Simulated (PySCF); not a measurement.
CH6GaNO, SMILES C[O][GaH][NH2], singlet at its PBE0/def2-SVP optimised geometry (Å):

```
10

Ga     0.5936     0.1962     0.0000
H      2.1414     0.1962     0.0000
O     -0.2417    -1.3849    -0.0121
C     -1.6225    -1.5607    -0.0214
H     -2.1414    -0.9374    -0.7781
H     -1.8584    -2.6132    -0.2580
H     -2.0888    -1.3377     0.9591
N     -0.4617     1.6656     0.0000
H     -0.1069     2.6132    -0.0094
H     -1.4736     1.6431     0.0128
```

Level of theory: PBE0/def2-TZVP (PySCF). Cells within 0.4 Å of a nucleus heavier than hydrogen are left out (blank, or x).

Map of the log10 of the electron density (e/bohr³), floored at −4 on the plane z = 0.0 Å:

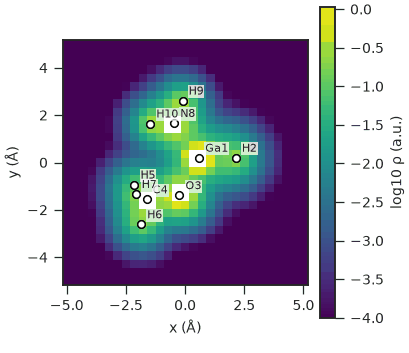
*Log10 of the electron density (e/bohr³), floored at −4 on the plane z = 0.0 Å.*
